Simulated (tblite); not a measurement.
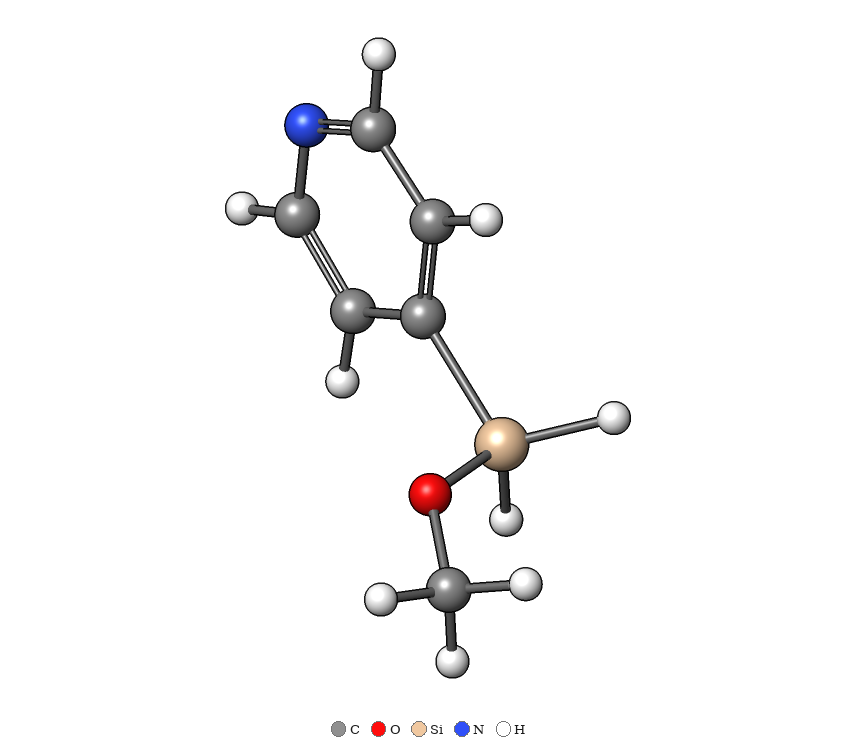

Source: calculation with tblite.

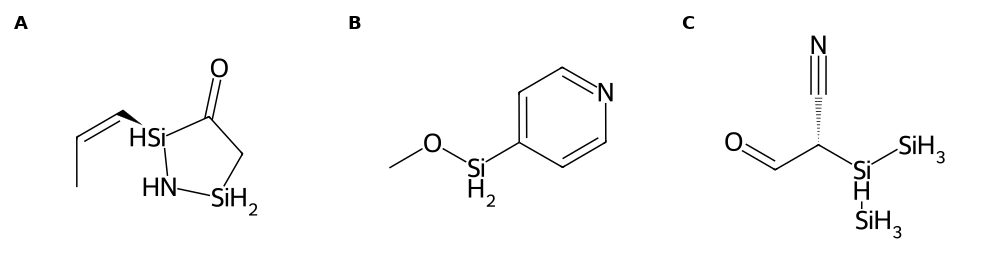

The first picture shows one of the molecules drawn in the second. Which?

Answer. B, `CO[SiH2]c1ccncc1`.
